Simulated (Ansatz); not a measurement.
**Cd: structures and their energies**

24 relaxations of Cd ended in 13 distinct structures. These are r2SCAN (plane waves to 500 eV, PAW, scalar-relativistic; Ansatz, a program for electronic structure) values and carry that method's errors.

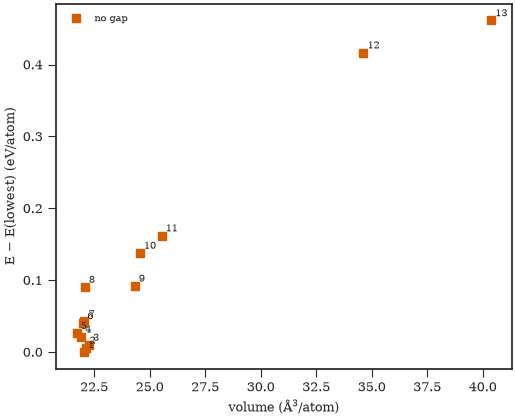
Fig. 1. Energy against volume of the distinct structures, numbered as in the table

```csv
#,space group,Pearson,type,E − E(lowest) (eV/atom),V (Å³/atom),coordination,runs ending here
1,P6₃/mmc,hP2,hcp (Mg type),0.00,22.03,Cd 6+6,7
2,P6₃/mmc,hP4,"AFLOW prototype A_hP4_194_ac (A3', as in La)",0.01,22.11,–,1
3,I4/mmm,tI2,AFLOW prototype A_tI2_139_a (A_a),0.01,22.26,–,1
4,R-3m,hR1,–,0.02,21.90,–,1
5,Fm-3m,cF4,fcc (Cu type),0.03,21.71,Cd 12 (cuboctahedral),3
6,Pm-3n,cP8,–,0.04,22.00,–,1
7,I-43d,cI16,AFLOW prototype A_cI16_220_c (as in Li),0.04,22.06,–,1
8,Im-3m,cI2,bcc (W type),0.09,22.07,Cd 8 (cubic)+6,2
9,P6/mmm,hP1,"AFLOW prototype A_hP1_191_a (A_f, as in Sn)",0.09,24.32,–,1
10,I4₁/amd,tI4,–,0.14,24.55,–,2
11,Pm-3m,cP1,AFLOW prototype A_cP1_221_a (A_h),0.16,25.53,–,1
12,Fd-3m,cF8,diamond type,0.42,34.63,Cd 4 (tetrahedral),2
13,P4₂/mmc,tP4,–,0.46,40.38,–,1
```

Coordination numbers (neighbours up to the widest gap in distance over summed covalent radii, below 1.35; n+m marks a second, longer set). All are gapless at this level. P6₃/mmc, hP2, hcp (Mg type) is the lowest of the structures calculated here, level within the accuracy with P6₃/mmc, hP4, AFLOW prototype A_hP4_194_ac (A3', as in La); I4/mmm, tI2, AFLOW prototype A_tI2_139_a (A_a).

Cd is modelled in the hexagonal space group P6₃/mmc (No. 194), the hcp (Mg type) structure, Pearson symbol hP2. Cell: a = b = 2.962 Å, c = 5.798 Å, α = β = 90.00°, γ = 120.00°. Cd on 2d has 6 Cd at 2.962 Å and 6 Cd at 3.366 Å (anticuboctahedral). (Neighbours: up to the widest gap in distance over summed covalent radii, below 1.35, at either atom.)

Each run could gain symmetry but not lose that of its start, so entries can be saddle points. From databases, or of a type measured for this composition: P6₃/mmc, hP2, hcp (Mg type); the others are generated cells (placed on structure types, drawn at random, substituted or restacked) that were not matched to a known phase here. Static energies at zero pressure. No spin polarisation in the result.
